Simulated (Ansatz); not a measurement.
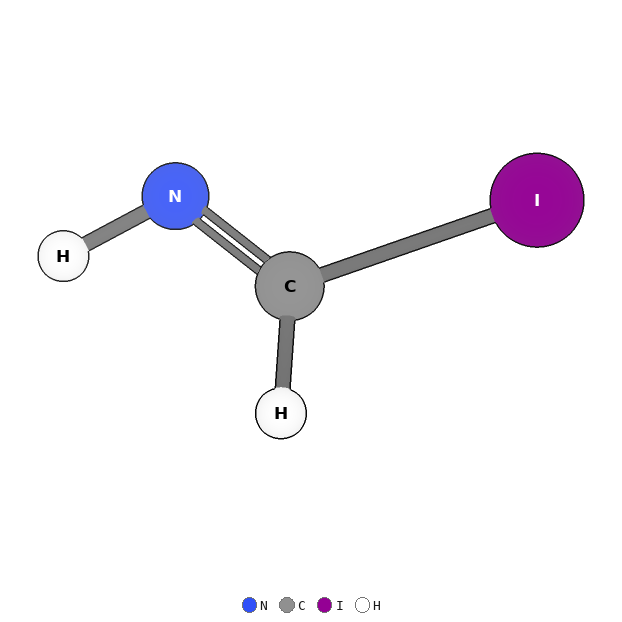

The picture shows a molecular structure as a ball-and-stick model. Double and triple bonds are drawn as two and three sticks.

The geometry was computed by an optimisation with PBE0-D4/def2-TZVP.

Question: Give the formula.

Answer: CH2IN, 5 atoms: 1 carbon, 2 hydrogen, 1 iodine and 1 nitrogen.

Question: Which point group does it belong to?

Answer: Cs.

Question: How many atoms are distinct by symmetry?

Answer: 5: 1 N, 1 C, 1 I, 1 H, 1 H.

Question: Name some functional groups or characteristic bonds that it holds.

Answer: Among them: imine, C–I bond.

More results for the same structure follow; atom numbers are the same in all pictures, views and colours differ.

## Geometry

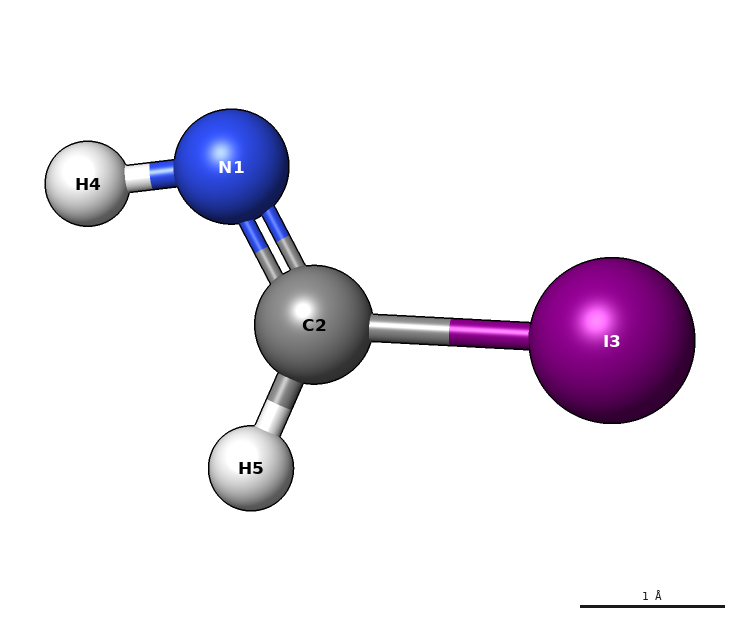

The atoms are numbered.

Which atoms are bonded, and how long are the bonds?

```csv
bond,length (Å),order
N1–C2,1.245,double
N1–H4,1.021,single
C2–I3,2.104,single
C2–H5,1.092,single
```

## Thermal motion

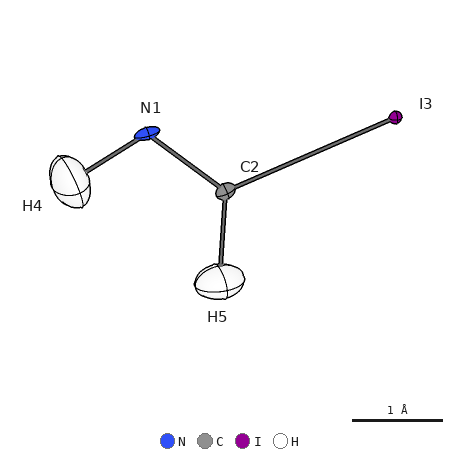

Displacement ellipsoids at the 50 % level, enlarged 1.5 times, from the internal vibrations of the free molecule (harmonic, no overall translation or rotation; no half-axis is drawn under 0.075 Å). Vibrations computed with RKS PBE0-D4/def2-TZVP, core potentials on I (Ansatz 0.2.0). Temperature: 400 K.

Give the displacement parameters, one line for each set of equivalent atoms.

```
atom  U_eq (Å²)   rms amplitudes (Å)
  N1     0.0016  0.011, 0.019, 0.065
  C2     0.0017  0.027, 0.043, 0.050
  I3    0.00004  0.001, 0.002, 0.011
  H4     0.0161  0.090, 0.135, 0.148
  H5     0.0117  0.082, 0.115, 0.123
```

## Electronic properties

Method: RKS r2SCAN-D4/def2-TZVPP, core potentials on I (Ansatz 0.2.0).

What does the calculation give?

- dipole moment: 2.33 D
- HOMO energy (Kohn–Sham orbital): −6.79 eV
- LUMO energy (Kohn–Sham orbital): −1.82 eV
- HOMO–LUMO gap: 4.97 eV
- vertical ionisation energy: 9.85 eV

## Vibrations

Harmonic vibrations computed with RKS PBE0-D4/def2-TZVP, core potentials on I (Ansatz 0.2.0) at a stationary point of the same level.

Question: List the wavenumbers.

Answer: 9 modes: 336, 571, 689, 1051, 1104, 1320, 1704, 3101, 3466 cm⁻¹.
